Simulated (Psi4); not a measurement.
**GeO (SMILES [O]=[Ge]): TPSS/def2-TZVPD (sweep point 6)**

What is the vertical ionisation energy of GeO at TPSS/def2-TZVPD (sweep point 6)? 

Program for the calculation: Psi4 1.11.

4 further runs of the same task are left out: 4 set aside as unsound or not needed.

## Step 1: The system as given

GeO has 2 atoms, charge 0, and is taken as a singlet. As SMILES, `[O]=[Ge]`. Geometry: a GFN2-xTB relaxation, a rough one for these elements and not checked as a minimum.

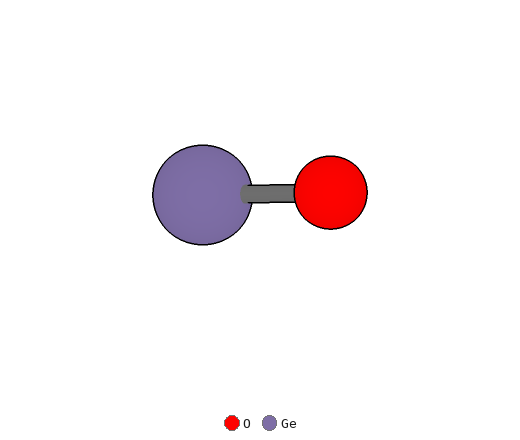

The structure, seen from a chosen angle (oxygen red, germanium purple).

## Step 2: The energy at TPSS/def2-TZVPD (sweep point 6)

Contents of job.inp:

```
memory 1600 MB

molecule {
  O      0.000000     0.000000     0.000000
  Ge     0.000000     0.000000     1.576490
  symmetry c1
}

set basis def2-TZVPD
set puream true
set scf_type pk
set dft_radial_points 99
set dft_spherical_points 590
set d_convergence 1e-08
set e_convergence 1e-08

e = energy('tpss')
print_variables()
```

On the command line:

```console
psi4 -i job.inp -o job.out -n 1
```

job.out:

```text
[...]
  Running in c1 symmetry.
[...]
  Nuclear repulsion =   85.931002373323025
[...]
  Multiplicity = 1
[...]
  Nalpha       = 20
  Nbeta        = 20
[...]
    Number of basis functions: 94
[...]
   @RKS iter   1: -2150.79344381235842   -1.82667e+00   3.24420e-02 DIIS/ADIIS
[...]
   @RKS iter  11: -2152.24234996386576   -4.37012e-10   7.94583e-09 DIIS
[...]
    Orbital Energies [Eh]
    ---------------------
    Doubly Occupied:
       1A   -397.733437     2A    -49.311066     3A    -43.849761
       4A    -43.849761     5A    -43.844990     6A    -18.876719
       7A     -6.048600     8A     -4.239795     9A     -4.239795
      10A     -4.228630    11A     -1.124639    12A     -1.116069
      13A     -1.116069    14A     -1.108524    15A     -1.108524
      16A     -0.858657    17A     -0.417611    18A     -0.289265
      19A     -0.289265    20A     -0.267672
[...]
  @RKS Final Energy: -2152.24234996386576
   => Energetics <=
    Nuclear Repulsion Energy =             85.9310023733230253
    One-Electron Energy =               -3169.1400894352773321
    Two-Electron Energy =                1018.5388136972218263
    DFT Exchange-Correlation Energy =     -87.5720765991333820
    Empirical Dispersion Energy =           0.0000000000000000
    VV10 Nonlocal Energy =                  0.0000000000000000
    Total Energy =                      -2152.2423499638657631
[...]
 Multipole Moments:
 ------------------------------------------------------------------------------------
     Multipole            Electronic (a.u.)      Nuclear  (a.u.)        Total (a.u.)
 ------------------------------------------------------------------------------------
 L = 1.  Multiply by 2.5417464519 to convert [e a0] to [Debye]
 Dipole X            :          0.0000000            0.0000000            0.0000000
 Dipole Y            :          0.0000000            0.0000000            0.0000000
 Dipole Z            :          3.7841187           -2.6350897            1.1490290
 Magnitude           :                                                    1.1490290
[...]
```

Wall time 16 s (1 thread of Intel Xeon Platinum 8488C (Sapphire Rapids), shared host); peak memory 0.72 GiB.

## Step 3: The doublet cation at the same level

Contents of geo.inp:

```
memory 1.6 GB

molecule system {
  1 2
  O      0.000000     0.000000     0.000000
  Ge     0.000000     0.000000     1.576490
  units angstrom
  symmetry c1
}

set {
  basis                def2-TZVPD
  reference            uks
  puream               true
  scf_type             pk
  dft_radial_points    99
  dft_spherical_points 590
  d_convergence        1e-08
  e_convergence        1e-08
  maxiter              150
}

E, wfn = energy('tpss', return_wfn=True)
```

On the command line:

```console
psi4 -n 1 geo.inp geo.out
```

geo.out:

```text
[...]
  Running in c1 symmetry.
[...]
  Nuclear repulsion =   85.931002373323025
[...]
  Multiplicity = 2
[...]
  Nalpha       = 20
  Nbeta        = 19
[...]
    Number of basis functions: 94
[...]
   @UKS iter   1: -2150.52056360856659   -1.55379e+00   3.18610e-02 DIIS/ADIIS
[...]
   @UKS iter  14: -2151.84001863234016   -4.09273e-12   7.91718e-09 DIIS
[...]
   @S^2 Observed:                7.558146353E-01
[...]
    Orbital Energies [Eh]
    ---------------------
    Alpha Occupied:
       1A   -398.088633     2A    -49.661816     3A    -44.200295
       4A    -44.200295     5A    -44.198224     6A    -19.227661
       7A     -6.398198     8A     -4.587004     9A     -4.587004
      10A     -4.583001    11A     -1.478551    12A     -1.460983
      13A     -1.460983    14A     -1.459014    15A     -1.459014
      16A     -1.197518    17A     -0.753388    18A     -0.612786
      19A     -0.598634    20A     -0.598634
    Alpha Virtual:
      21A     -0.381819    22A     -0.381819    23A     -0.237213
      24A     -0.154680    25A     -0.105465    26A     -0.105465
[...]
  @UKS Final Energy: -2151.84001863234016
   => Energetics <=
    Nuclear Repulsion Energy =             85.9310023733230253
    One-Electron Energy =               -3155.5026053316632897
    Two-Electron Energy =                1005.0103997285758624
    DFT Exchange-Correlation Energy =     -87.2788154025756455
    Empirical Dispersion Energy =           0.0000000000000000
    VV10 Nonlocal Energy =                  0.0000000000000000
    Total Energy =                      -2151.8400186323401613
[...]
 Multipole Moments:
 ------------------------------------------------------------------------------------
     Multipole            Electronic (a.u.)      Nuclear  (a.u.)        Total (a.u.)
 ------------------------------------------------------------------------------------
 L = 1.  Multiply by 2.5417464519 to convert [e a0] to [Debye]
 Dipole X            :          0.0000000            0.0000000            0.0000000
 Dipole Y            :         -0.0000000            0.0000000           -0.0000000
 Dipole Z            :          3.7333067           -2.6350897            1.0982170
 Magnitude           :                                                    1.0982170
[...]
```

Wall time 26 s (1 thread of Intel Xeon Platinum 8488C (Sapphire Rapids), shared host); peak memory 0.72 GiB.

## Step 4: What came out

Level: TPSS/def2-TZVPD (sweep point 6).

| quantity | value |
| --- | --- |
| singlet GeO: total energy | -2152.24235 Eh |
| singlet GeO: dipole moment | 2.92 D |
| singlet GeO: HOMO energy | -7.28 eV |
| singlet GeO: LUMO energy | -2.67 eV |
| singlet GeO: HOMO–LUMO gap | 4.61 eV |
| doublet cation: total energy | -2151.84002 Eh |
| doublet cation: HOMO energy (highest over α and β) | -15.99 eV |
| doublet cation: LUMO energy (lowest over α and β) | -14.64 eV |
| doublet cation: ⟨S²⟩ | 0.756 |
| vertical ionisation energy (to the doublet cation) | 10.948 eV |

In words: Removing an electron at fixed nuclei costs 10.95 eV (1056 kJ/mol). −ε(HOMO) before ionisation, 7.28 eV, is 3.66 eV below this ionisation energy.
